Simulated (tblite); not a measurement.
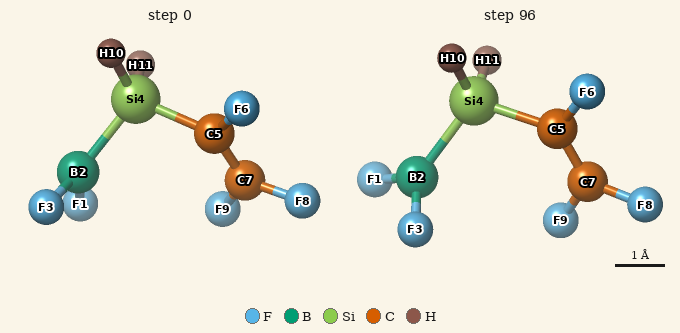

The structure of C₂H₂BF₅Si before (left) and after (right) a relaxation, at one scale.

A ball-and-stick model, seen at a tilt.

Level of theory: tblite, GFN2-xTB geometry optimisation, gas phase. 

**Describe what moved and what it gained.**

The atom that moves furthest after the best rigid fit is F1 (1.07 Å). By element the largest moves are F 1.07 Å, C 0.23 Å, B 0.20 Å, H 0.17 Å, Si 0.10 Å. Some distances before and after: B2–F3 1.445 → 1.315 Å, Si4–C5 1.840 → 1.911 Å, B2–Si4 1.931 → 1.989 Å, C7–F8 1.352 → 1.323 Å. Bond angles that change, for instance: C5–C7–F8 117.7° → 128.7°, C5–Si4–H10 111.2° → 102.7°, B2–Si4–H11 106.7° → 114.8°. Groups turn about B2–Si4 by about 45°. The energy falls by 95.2 kJ/mol in 96 geometry steps.
